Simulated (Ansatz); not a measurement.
# Ge2P: a trial structure relaxed

Aim: relax a trial structure of Ge2P and see where it ends.

Method: DFT PBE, scalar-relativistic, plane waves, PAW, in Ansatz 0.2.0.

## (1) The starting structure

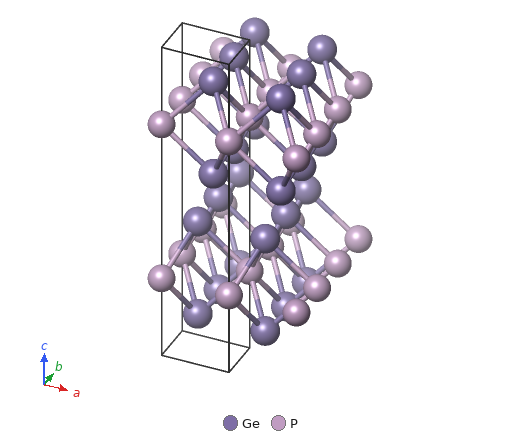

The starting structure, seen slightly off an axis (germanium purple, phosphorus pink). 2×3×1 cells are drawn. Atoms on the faces are drawn again on the opposite ones.

As a file:

```
Ge P
1.0
     3.29581    0.00000    0.00000
    -1.64791    2.85426    0.00000
     0.00000    0.00000   11.44495
Ge P
4 2
Cartesian
  1.6479 0.9514 10.2983
  0.0000 1.9028 4.5758
  1.6479 0.9514 6.8691
  0.0000 1.9028 1.1467
  0.0000 0.0000 8.5837
  0.0000 0.0000 2.8612
```

A structure generator made this guess: species swapped into a database cell of Hf2S (P6_3/mmc, No. 194), with Ge on the Hf sites and P on the S sites. Its size is a rough estimate.

## (2) A first look at the guess

Contents of input.yaml:

```yaml
crystal:
  lattice:
    - [3.29581269, 0.0, 0.0]
    - [-1.64790635, 2.85425752, 0.0]
    - [0.0, 0.0, 11.44494539]
  atoms:
    - { symbol: Ge, position: [0.66666667, 0.33333333, 0.89981163] }
    - { symbol: Ge, position: [0.33333333, 0.66666667, 0.39981163] }
    - { symbol: Ge, position: [0.66666667, 0.33333333, 0.60018837] }
    - { symbol: Ge, position: [0.33333333, 0.66666667, 0.10018837] }
    - { symbol: P, position: [0.0, 0.0, 0.75] }
    - { symbol: P, position: [0.0, 0.0, 0.25] }
basis:
  ecutwfc: 420
kpoints:
  mp_grid: { grid: [6, 6, 2] }
hamiltonian:
  xc: pbe
scf:
  occupations: { method: gaussian, width: 0.1 }
  lower_state_search: "off"
output:
  forces: true
  stress: true
  eigenvalues: true
```

Launch:

```
ansatz run input.yaml --threads 1 --pin off --max-ram 2560MiB --backend cpu --events-out ev --progress --plain --runs-dir out
```

The log of the run (excerpt; [...] marks lines left out):

```text
[...]
SCF converged after 6 iterations
Free energy (F): -18689.245567 eV
[...]
E sigma→0 (E₀):  -18689.238449 eV
Entropy (-TS):   -0.014236 eV (-2.373 meV/atom)
Fermi energy:    10.570371 eV
[...]
--- Forces (eV/Å), atoms counted from 1 ---
  atom   1  Ge     0.00000000    -0.00000000    -0.39878036
  atom   2  Ge    -0.00000000     0.00000000    -0.39878036
  atom   3  Ge     0.00000000    -0.00000000     0.39878036
  atom   4  Ge    -0.00000000     0.00000000     0.39878036
  atom   5  P      0.00000000     0.00000000     0.00000000
  atom   6  P     -0.00000000    -0.00000000     0.00000000
[...]
--- Stress (GPa, compression-positive) ---
        8.316992       0.000000       0.000000
       -0.000000       8.316992       0.000000
        0.000000       0.000000      -5.732440
  P = ⅓ Tr σ = 3.6338 GPa (36.338 kbar)
--- Band table (eV; the first three rows and the last of 14) ---
[...]
```

Wall time 5.2 s (1 thread of AMD EPYC (Zen 3), shared host); peak memory 0.39 GiB.

From the probe: pressure 3.6 GPa, largest force 0.40 eV/Å, gap on this mesh none (metal). The relaxation goes to the converged mesh at once.

## (3) Final relaxation

Changes to input.yaml since step 2:

```diff
@@ -15,3 +15,3 @@
 kpoints:
-  mp_grid: { grid: [6, 6, 2] }
+  mp_grid: { grid: [12, 12, 4] }
 hamiltonian:
@@ -20,3 +20,2 @@
   occupations: { method: gaussian, width: 0.1 }
-  lower_state_search: "off"
 output:
@@ -25 +24,6 @@
   eigenvalues: true
+relax:
+  adjacent_minimum: "off"
+  f_tol: 0.01
+  max_steps: 80
+  cell: { stress_tol: 0.05 }
```

Launch:

```
ansatz run input.yaml --threads 1 --pin off --max-ram 2560MiB --backend cpu --events-out ev --progress --plain --runs-dir out
```

The log of the run:

```text
Warning: RAYON_NUM_THREADS=1 ignored (pool sized by the plan → 1); use --threads N
Engine: ansatz 0.2.0, x86_64-unknown-linux-gnu
Pseudopotentials: kind: paw
Pseudopotential: Ge, paw, valence charge 14, recommended cutoff 420 eV (normal), Ge.paw.azcp
Pseudopotential: P, paw, valence charge 5, recommended cutoff 420 eV (normal), P.paw.azcp
Functional definition: PBE
  parameter kappa = 0.804
  parameter beta = 0.06672455060314922
  exchange = pbe_x(kappa = kappa, mu = beta*pi^2/3)
  correlation = pbe_c(beta = beta)
Crystal: 6 atoms, lattice volume = 107.664 Å³
Basis set: ecut = 420 eV, 2127 PW (Γ), exchange–correlation on 48×48×160 points (8 copies of the dense FFT grid, shifted against one another)
Bands: 40, of which v1, the nominal top of the filled ones, is band 33 counted from 1 (32 counted from 0)
Symmetry: 24 space group operations
Space group: P63/mmc (ITA 194), of the structure as read, at distance tolerance 4.8e-5 Å
k-points: 57 of 576
Non-local potential: Ge, projectors of the file, l = 0: 2, l = 1: 2, l = 2: 3, l = 3: 1
Non-local potential: P, projectors of the file, l = 0: 2, l = 1: 2, l = 2: 2
PAW form: soft (Blöchl's): semilocal exchange-correlation on the pseudo side does not see the compensation charge
PAW one-centre angular grid: Ge, 590 points (default); XC on 64 Gauss nodes
PAW one-centre angular grid: P, 110 points (default); XC on 64 Gauss nodes
Initial density: superposition of atomic densities (neutral atoms: chi_scale 0, normalization atom), corrected by the library's trained network
Initial wavefunctions: pseudopotential atomic-orbital guess
Functional: x = pbe(κ = 0.804, μ = 0.2195149727645171), c = pbe(β = 0.06672455060314922)
SCF iter   1: F=—  HF=-18689.340297 eV  |F-HF|=—  |Δ(HF+E_count)|=         —  Δρ=2.35e-3  dr2=7.77e-3  ethr=1.77e-3  ⟨swp⟩=6.5  Hψ=9255  notcnv=0
preconditioner: auto → Kerker (q_TF=auto, 2.515 Å⁻¹)  [metal: Δε(μ)=0.009 eV  Ē_g=19.830 eV  σ=0.100 eV  W_gap=0.05  n_scr=38 (ndim 8)  ℏωp=29.1 eV  f_vac=0.000  D(μ)=3.97/eV (n_scr^D=38)]
SCF iter   2: F=—  HF=-18689.338590 eV  |F-HF|=—  |Δ(HF+E_count)|=   1.71e-3  Δρ=1.41e-3  dr2=2.93e-3  ethr=1.18e-5  ⟨swp⟩=2.0  Hψ=3001  notcnv=0  defer=3
SCF iter   3: F=—  HF=-18689.338824 eV  |F-HF|=—  |Δ(HF+E_count)|=   2.34e-4  Δρ=3.14e-4  dr2=8.46e-5  ethr=4.44e-6  ⟨swp⟩=2.2  Hψ=2880  notcnv=0  defer=3
SCF iter   4: F=—  HF=-18689.338776 eV  |F-HF|=—  |Δ(HF+E_count)|=   4.78e-5  Δρ=1.19e-4  dr2=2.03e-5  ethr=1.28e-7  ⟨swp⟩=2.0  Hψ=4059  notcnv=0  defer=3
SCF iter   5: F=—  HF=-18689.338838 eV  |F-HF|=—  |Δ(HF+E_count)|=   6.17e-5  Δρ=5.76e-5  dr2=4.50e-6  ethr=3.08e-8  ⟨swp⟩=2.0  Hψ=3548  notcnv=0  defer=3
SCF iter   6: F=—  HF=-18689.338838 eV  |F-HF|=—  |Δ(HF+E_count)|=   7.10e-8  Δρ=1.21e-5  dr2=1.97e-7  ethr=6.81e-9  ⟨swp⟩=2.0  Hψ=2896  notcnv=0  defer=3
SCF iter   7: F=-18689.338838 eV  HF=-18689.338838 eV  |F-HF|=5.17e-9  |Δ(HF+E_count)|=   4.03e-8  Δρ=2.68e-6  dr2=1.35e-8  ethr=1.52e-10  ⟨swp⟩=8.2  Hψ=9076  notcnv=0
SCF 1 converged in 7 iterations: F = -18689.338838 eV  dr2 = 1.35e-8
relax step   1: F+E_penalty+E_count = -18689.33883790 eV  Δ(F+E_penalty+E_count) = +0.000e0 eV  max|allowed force component| = 3.900e-1 eV/Å  Δτ_max = 0.0000 Å  P = +3.686 GPa  Ω = 107.664 Å³  (7 SCF iters, dr2 threshold 1.00e-7 eV, accepted)
Crystal: 6 atoms, lattice volume = 114.899 Å³
Basis set: ecut = 420 eV, 2239 PW (Γ), exchange–correlation on 48×48×160 points (8 copies of the dense FFT grid, shifted against one another)
Initial density: handed on by an earlier stage of this run
Initial wavefunctions: those handed on with the density
iter 1 solved again at ethr=2.47e-5 eV; its pass at ethr=3.10e-3 eV (dr2=1.63e-2 eV) is discarded
SCF iter   1: F=—  HF=-18689.888420 eV  |F-HF|=—  |Δ(HF+E_count)|=         —  Δρ=4.22e-3  dr2=1.65e-2  ethr=2.47e-5  ⟨swp⟩=2.0  Hψ=13472  notcnv=0
preconditioner: auto → Kerker (q_TF=auto, 2.487 Å⁻¹)  [metal: Δε(μ)=0.028 eV  Ē_g=19.756 eV  σ=0.100 eV  W_gap=0.16  n_scr=38 (ndim 8)  ℏωp=28.1 eV  f_vac=0.000  D(μ)=2.82/eV (n_scr^D=12)]
SCF iter   2: F=—  HF=-18689.886893 eV  |F-HF|=—  |Δ(HF+E_count)|=   1.53e-3  Δρ=2.53e-3  dr2=5.79e-3  ethr=2.47e-5  ⟨swp⟩=1.2  Hψ=2295  notcnv=0
SCF iter   3: F=—  HF=-18689.886276 eV  |F-HF|=—  |Δ(HF+E_count)|=   6.17e-4  Δρ=3.24e-4  dr2=1.53e-4  ethr=8.78e-6  ⟨swp⟩=2.0  Hψ=2793  notcnv=0
SCF iter   4: F=—  HF=-18689.886195 eV  |F-HF|=—  |Δ(HF+E_count)|=   8.07e-5  Δρ=8.26e-5  dr2=9.81e-6  ethr=2.32e-7  ⟨swp⟩=2.2  Hψ=2956  notcnv=0
SCF iter   5: F=-18689.886200 eV  HF=-18689.886199 eV  |F-HF|=2.68e-7  |Δ(HF+E_count)|=   4.29e-6  Δρ=1.69e-5  dr2=3.42e-7  ethr=9.09e-10  ⟨swp⟩=5.6  Hψ=10957  notcnv=0
SCF 2 converged in 5 iterations: F = -18689.886200 eV  dr2 = 3.42e-7
relax step   2: F+E_penalty+E_count = -18689.88619950 eV  Δ(F+E_penalty+E_count) = -5.474e-1 eV  max|allowed force component| = 1.061e-1 eV/Å  Δτ_max = 0.0521 Å  P = +0.428 GPa  Ω = 114.899 Å³  energy of the carried Pulay correction = -1.340e-3 eV  (5 SCF iters, dr2 threshold 6.00e-7 eV, accepted)
Crystal: 6 atoms, lattice volume = 115.988 Å³
Basis set: ecut = 420 eV, 2273 PW (Γ), exchange–correlation on 48×48×160 points (8 copies of the dense FFT grid, shifted against one another)
iter 1 solved again at ethr=5.18e-5 eV; its pass at ethr=3.10e-3 eV (dr2=3.42e-2 eV) is discarded
SCF iter   1: F=—  HF=-18690.011200 eV  |F-HF|=—  |Δ(HF+E_count)|=         —  Δρ=2.95e-3  dr2=3.47e-2  ethr=5.18e-5  ⟨swp⟩=2.2  Hψ=13055  notcnv=0
preconditioner: auto → Kerker (q_TF=auto, 2.484 Å⁻¹)  [metal: Δε(μ)=0.010 eV  Ē_g=19.746 eV  σ=0.100 eV  W_gap=0.06  n_scr=38 (ndim 8)  ℏωp=28.0 eV  f_vac=0.000  D(μ)=3.05/eV (n_scr^D=24)]
SCF iter   2: F=—  HF=-18690.006800 eV  |F-HF|=—  |Δ(HF+E_count)|=   4.40e-3  Δρ=1.86e-3  dr2=1.53e-2  ethr=5.18e-5  ⟨swp⟩=1.1  Hψ=2284  notcnv=0
SCF iter   3: F=—  HF=-18690.003494 eV  |F-HF|=—  |Δ(HF+E_count)|=   3.31e-3  Δρ=4.77e-4  dr2=4.74e-4  ethr=2.31e-5  ⟨swp⟩=2.0  Hψ=2775  notcnv=0
SCF iter   4: F=—  HF=-18690.003391 eV  |F-HF|=—  |Δ(HF+E_count)|=   1.02e-4  Δρ=2.31e-4  dr2=7.17e-5  ethr=7.18e-7  ⟨swp⟩=2.0  Hψ=4163  notcnv=0
SCF iter   5: F=—  HF=-18690.003345 eV  |F-HF|=—  |Δ(HF+E_count)|=   4.67e-5  Δρ=9.32e-5  dr2=1.69e-5  ethr=1.09e-7  ⟨swp⟩=2.0  Hψ=4146  notcnv=0
SCF iter   6: F=—  HF=-18690.003349 eV  |F-HF|=—  |Δ(HF+E_count)|=   3.97e-6  Δρ=3.24e-5  dr2=1.78e-6  ethr=2.55e-8  ⟨swp⟩=2.1  Hψ=3078  notcnv=0
SCF iter   7: F=-18690.003349 eV  HF=-18690.003349 eV  |F-HF|=3.42e-8  |Δ(HF+E_count)|=   7.04e-7  Δρ=8.48e-6  dr2=1.28e-7  ethr=9.09e-10  ⟨swp⟩=7.2  Hψ=9308  notcnv=0
SCF 3 converged in 7 iterations: F = -18690.003349 eV  dr2 = 1.28e-7
relax step   3: F+E_penalty+E_count = -18690.00334946 eV  Δ(F+E_penalty+E_count) = -1.171e-1 eV  max|allowed force component| = 4.741e-1 eV/Å  Δτ_max = 0.0032 Å  P = +0.517 GPa  Ω = 115.988 Å³  energy of the carried Pulay correction = -1.534e-3 eV  (7 SCF iters, dr2 threshold 6.00e-7 eV, accepted)
[... 11 lines left out ...]
relax step   4: F+E_penalty+E_count = -18690.05654066 eV  Δ(F+E_penalty+E_count) = -5.319e-2 eV  max|allowed force component| = 2.291e-1 eV/Å  Δτ_max = 0.0494 Å  P = +0.323 GPa  Ω = 114.208 Å³  energy of the carried Pulay correction = -1.215e-3 eV  (6 SCF iters, dr2 threshold 6.00e-7 eV, accepted)
[... 11 lines left out ...]
relax step   5: F+E_penalty+E_count = -18690.07090514 eV  Δ(F+E_penalty+E_count) = -1.436e-2 eV  max|allowed force component| = 4.583e-2 eV/Å  Δτ_max = 0.0548 Å  P = +0.469 GPa  Ω = 112.460 Å³  energy of the carried Pulay correction = -8.978e-4 eV  (6 SCF iters, dr2 threshold 6.00e-7 eV, accepted)
[... 9 lines left out ...]
relax step   6: F+E_penalty+E_count = -18690.07321610 eV  Δ(F+E_penalty+E_count) = -2.311e-3 eV  max|allowed force component| = 1.488e-2 eV/Å  Δτ_max = 0.0155 Å  P = +0.026 GPa  Ω = 113.478 Å³  energy of the carried Pulay correction = -1.083e-3 eV  (5 SCF iters, dr2 threshold 6.00e-7 eV, accepted)
[... 9 lines left out ...]
relax step   7: F+E_penalty+E_count = -18690.07333168 eV  Δ(F+E_penalty+E_count) = -1.156e-4 eV  max|allowed force component| = 9.774e-4 eV/Å  Δτ_max = 0.0033 Å  P = -0.008 GPa  Ω = 113.465 Å³  energy of the carried Pulay correction = -1.081e-3 eV  (5 SCF iters, dr2 threshold 1.38e-8 eV, accepted)
[... 13 lines left out ...]
relax step   8: F+E_penalty+E_count = -18690.08154497 eV  Δ(F+E_penalty+E_count) = -8.213e-3 eV  max|allowed force component| = 1.384e-3 eV/Å  Δτ_max = 0.0000 Å  P = +0.154 GPa  Ω = 113.465 Å³  stress off target by 2.27e-1 GPa  SCF on the basis re-selected at this cell (its energy is not comparable with the rows above)  (8 SCF iters)
[... 10 lines left out ...]
relax step   9: F+E_penalty+E_count = -18690.08178672 eV  Δ(F+E_penalty+E_count) = -2.417e-4 eV  max|allowed force component| = 2.018e-4 eV/Å  Δτ_max = 0.0008 Å  P = +0.015 GPa  Ω = 113.726 Å³  energy of the carried Pulay correction = -4.969e-5 eV  (5 SCF iters, dr2 threshold 1.29e-7 eV, accepted)
iter 1 solved again at ethr=9.05e-8 eV; its pass at ethr=3.10e-3 eV (dr2=5.97e-5 eV) is discarded
SCF iter   1: F=—  HF=-18690.081201 eV  |F-HF|=—  |Δ(HF+E_count)|=         —  Δρ=2.72e-4  dr2=1.74e-6  ethr=9.05e-8  ⟨swp⟩=3.9  Hψ=14495  notcnv=0
preconditioner: auto → Kerker (q_TF=auto, 2.492 Å⁻¹)  [metal: Δε(μ)=0.045 eV  Ē_g=19.763 eV  σ=0.100 eV  W_gap=0.24  n_scr=38 (ndim 8)  ℏωp=28.3 eV  f_vac=0.000  D(μ)=2.47/eV (n_scr^D=6)]
SCF iter   2: F=—  HF=-18690.081655 eV  |F-HF|=—  |Δ(HF+E_count)|=   4.54e-4  Δρ=1.38e-4  dr2=4.51e-7  ethr=2.64e-9  ⟨swp⟩=2.0  Hψ=2662  notcnv=0
SCF iter   3: F=—  HF=-18690.081836 eV  |F-HF|=—  |Δ(HF+E_count)|=   1.81e-4  Δρ=3.00e-6  dr2=5.45e-9  ethr=6.84e-10  ⟨swp⟩=1.3  Hψ=2361  notcnv=0
SCF iter   4: F=—  HF=-18690.081836 eV  |F-HF|=—  |Δ(HF+E_count)|=   2.19e-8  Δρ=7.60e-7  dr2=1.17e-9  ethr=8.26e-12  ⟨swp⟩=2.0  Hψ=4169  notcnv=0
SCF iter   5: F=—  HF=-18690.081836 eV  |F-HF|=—  |Δ(HF+E_count)|=  8.73e-11  Δρ=3.84e-7  dr2=3.61e-10  ethr=1.78e-12  ⟨swp⟩=2.5  Hψ=2959  notcnv=0
SCF iter   6: F=-18690.081836 eV  HF=-18690.081836 eV  |F-HF|=1.46e-11  |Δ(HF+E_count)|=  5.09e-11  Δρ=1.10e-7  dr2=1.97e-11  ethr=1.00e-12  ⟨swp⟩=4.8  Hψ=8951  notcnv=0
SCF 10 converged in 6 iterations: F = -18690.081836 eV  dr2 = 1.97e-11
relax step  10: F+E_penalty+E_count = -18690.08183628 eV  Δ(F+E_penalty+E_count) = -4.957e-5 eV  max|allowed force component| = 1.894e-4 eV/Å  Δτ_max = 0.0000 Å  P = +0.014 GPa  Ω = 113.726 Å³  stress off target by 1.64e-2 GPa  SCF on the basis re-selected at this cell (its energy is not comparable with the rows above)  (6 SCF iters)
basis re-selected at this cell: Δ(F+E_penalty+E_count) = -4.957e-5 eV, ΔP = -0.001 GPa vs the last step (what re-selecting the basis moved, of the pressure what is left beyond the Pulay correction that the steps carried, after the strain that the cell walked since its last selection, with what the two solves' SCF thresholds leave and, on support functions, any second-order correction that the steps lacked; it is no measure of the basis error at this ecutwfc). This SCF's stress stands 1.64e-2 GPa from its target on what of the cell is left free (relax.cell.stress_tol is 5.00e-2 GPa) and its largest allowed force component is 1.89e-4 eV/Å (relax.f_tol is 1.00e-2 eV/Å): within both
SCF converged after 6 iterations
Free energy (F): -18690.081836 eV
Harris-Foulkes:  -18690.081836 eV  (|F-HF|=1.46e-11)
Internal energy: -18690.069472 eV  (E = F + TS)
E sigma→0 (E₀):  -18690.075654 eV
Entropy (-TS):   -0.012364 eV (-2.061 meV/atom)
Fermi energy:    9.888230 eV
--- Per-component energies (eV) ---
  E_band       = -490.454683
  E_kinetic    = 579.909434
  E_local      = -9461.811878  (includes V_loc(G=0)·N_el)
  E_nonlocal   = 1730.074229
  E_hartree    = 4141.925730
  E_xc         = -424.490604
  E_vxc        = -378.658025  (∫ρ·V_xc dr)
  E_paw        = -9205.746593  (= ΣΔE_a)
  E_vpaw       = -1243.821006  (= ΣTr[D̂ρ^β])
  E_aug_tail   = 0.001245  (compensation charges beyond the density's cutoff)
  E_ewald      = -6049.931035
  E_smearing   = -0.012364  (= −TS)
  E_closure    = 0.000000  (closes the sum)
  Σ components = -18690.081836   (vs F -18690.081836, Δ=0.00e0)
--- Forces (eV/Å), atoms counted from 1 ---
  atom   1  Ge    -0.00000000     0.00000000     0.00018940
  atom   2  Ge     0.00000000    -0.00000000     0.00018940
  atom   3  Ge    -0.00000000     0.00000000    -0.00018940
  atom   4  Ge     0.00000000    -0.00000000    -0.00018940
  atom   5  P     -0.00000000     0.00000000     0.00000000
  atom   6  P      0.00000000    -0.00000000     0.00000000
  max |Σ_I F_I| component: 2.31e-18 eV/Å
--- Stress (GPa, compression-positive) ---
        0.016437       0.000000       0.000000
        0.000000       0.016437       0.000000
        0.000000       0.000000       0.008952
  P = ⅓ Tr σ = 0.0139 GPa (0.139 kbar)
--- Band table (eV; the first three rows and the last of 57) ---
  k-point 0: bands = ["-14.9832", "-14.9832", "-14.9748", "-14.9748", "-14.9579", "-14.9483", "-14.9483", "-14.9458", "-14.9458", "-14.9288", "-14.9170", "-14.9111", "-14.9111", "-14.9065", "-14.9065", "-14.8887", "-14.8887", "-14.8868", "-14.8780", "-14.8780", "-4.0783", "-3.4272", "-1.5506", "1.6092", "1.7657", "7.4352", "7.6842", "9.0749", "9.0749", "9.0888", "9.0888", "11.0802", "12.2845", "12.2845", "12.3122", "12.3122", "12.6110", "13.1076", "13.7059", "13.7059"]
  k-point 1: bands = ["-14.9821", "-14.9821", "-14.9761", "-14.9761", "-14.9553", "-14.9479", "-14.9479", "-14.9461", "-14.9461", "-14.9375", "-14.9105", "-14.9105", "-14.9082", "-14.9074", "-14.9074", "-14.8895", "-14.8868", "-14.8868", "-14.8793", "-14.8793", "-4.0112", "-3.5691", "-1.2445", "0.4983", "3.0279", "6.0158", "8.9902", "9.0774", "9.0774", "9.0873", "9.0873", "10.8481", "12.2702", "12.2702", "12.2897", "12.2897", "12.6452", "12.9851", "13.7727", "13.7727"]
  k-point 2: bands = ["-14.9792", "-14.9792", "-14.9792", "-14.9792", "-14.9481", "-14.9481", "-14.9470", "-14.9470", "-14.9470", "-14.9470", "-14.9091", "-14.9091", "-14.9091", "-14.9091", "-14.8971", "-14.8971", "-14.8828", "-14.8828", "-14.8828", "-14.8828", "-3.8222", "-3.8222", "-0.5008", "-0.5008", "4.4843", "4.4843", "9.0829", "9.0829", "9.0829", "9.0829", "10.1342", "10.1342", "12.2624", "12.2624", "12.2624", "12.2624", "12.7765", "12.7765", "13.8742", "13.8742"]
  k-point 56: bands = ["-14.9829", "-14.9829", "-14.9513", "-14.9513", "-14.9473", "-14.9473", "-14.9369", "-14.9369", "-14.9269", "-14.9269", "-14.9187", "-14.9187", "-14.9143", "-14.9143", "-14.9072", "-14.9072", "-14.8868", "-14.8868", "-14.8861", "-14.8861", "-0.4671", "-0.4671", "0.6564", "0.6564", "2.3781", "2.3781", "5.0178", "5.0178", "5.3693", "5.3693", "5.8213", "5.8213", "10.4822", "10.4822", "10.5389", "10.5389", "10.7412", "10.7412", "15.6872", "15.6872"]
--- Relaxed structure (8 steps of the walk, 8 accepted, 2 SCFs on fresh bases) ---
  F+E_penalty+E_count = -18690.08183628 eV   max|allowed force component| = 1.894e-4 eV/Å   (the final SCF, on the basis selected at the relaxed cell)
  cell:  # Å, volume = 113.7259 Å³
    - [3.577826998885536, 3.1337632946027693e-9, 0.0]
    - [-1.7889135021566864, 3.098489069813831, 0.0]
    - [0.0, 0.0, 10.258646832127445]
  atoms:
    - { symbol: Ge, position: [0.6666666666666667, 0.33333333333333337, 0.9036457900963946] }
    - { symbol: Ge, position: [0.3333333333333333, 0.6666666666666666, 0.4036457900963947] }
    - { symbol: Ge, position: [0.6666666666666667, 0.33333333333333337, 0.5963542099036053] }
    - { symbol: Ge, position: [0.3333333333333333, 0.6666666666666666, 0.09635420990360542] }
    - { symbol: P, position: [2.0146027893304447e-33, -1.1374808124203044e-33, 0.75] }
    - { symbol: P, position: [-3.517259381543296e-33, 6.351617907761846e-34, 0.25] }
```

It took 4.9 min on 1 thread of AMD EPYC (Zen 3), shared host; peak memory 0.53 GiB.

Step by step:

```
step  energy from step 1 (eV/cell)  largest force component (eV/Å)  pressure (GPa)  volume (Å³)
   1                        0.0000                          0.3900            3.69       107.66
   2                       -0.5474                          0.1061            0.43       114.90
   3                       -0.6645                          0.4741            0.52       115.99
   4                       -0.7177                          0.2291            0.32       114.21
   5                       -0.7321                          0.0458            0.47       112.46
   6                       -0.7344                          0.0149            0.03       113.48
   7                       -0.7345                          0.0010           -0.01       113.46
   8                       -0.7427                          0.0014            0.15       113.46
   9                       -0.7429                          0.0002            0.01       113.73
  10                       -0.7430                          0.0002            0.01       113.73
```

Step 1 is the start. Steps 8, 10 each repeat the geometry before them on a plane-wave basis chosen anew, so the energy can jump there without any move.

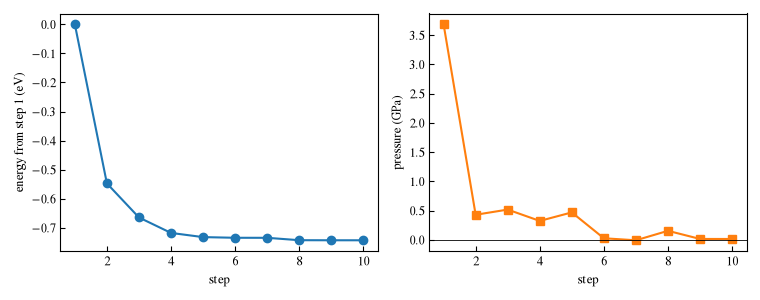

Energy and pressure along the relaxation.

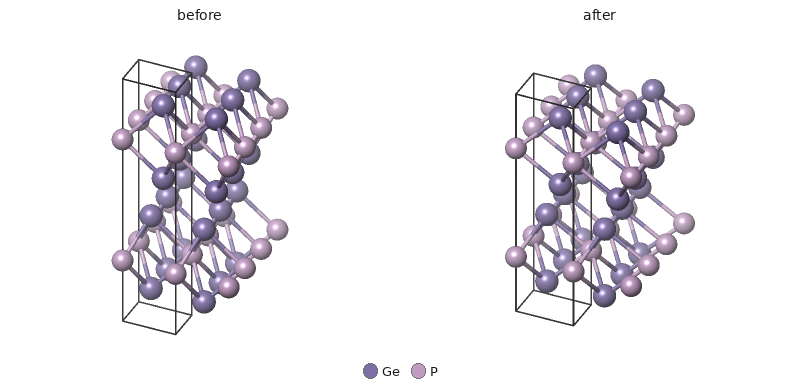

Before and after, at one scale.

|  | before | after | change |
| --- | --- | --- | --- |
| a (Å) | 3.296 | 3.578 | +8.6 % |
| b (Å) | 3.296 | 3.578 | +8.6 % |
| c (Å) | 11.445 | 10.259 | -10.4 % |
| volume (Å³/atom) | 17.94 | 18.95 | +5.6 % |
| shortest distance (Å) | 2.561 | 2.598 | +1.4 % |
| space group (0.01 Å) | P6_3/mmc | P6_3/mmc | same |

Forces and stress were held to the start's 24 operations: a distortion of lower symmetry was not tested.

## (4) Outcome

| quantity | value |
| --- | --- |
| symmetry at the end (tolerance 0.05 Å) | space group P6_3/mmc (No. 194) |
| conventional cell | a = 3.578 Å, b = 3.578 Å, c = 10.259 Å, α = 90.00°, β = 90.00°, γ = 120.00° |
| volume | 18.95 Å³/atom |
| energy over the elements, black P | +0.20 eV/atom |
| gap on the mesh | none (metal) |

What this shows: The space group P6_3/mmc (No. 194) is kept, and the volume per atom grows by 5.6 % from the first guess. The formation energy is positive, so the separate elements lie lower. No finished test with a distortion of lower symmetry is shown, so the end may be a saddle point.
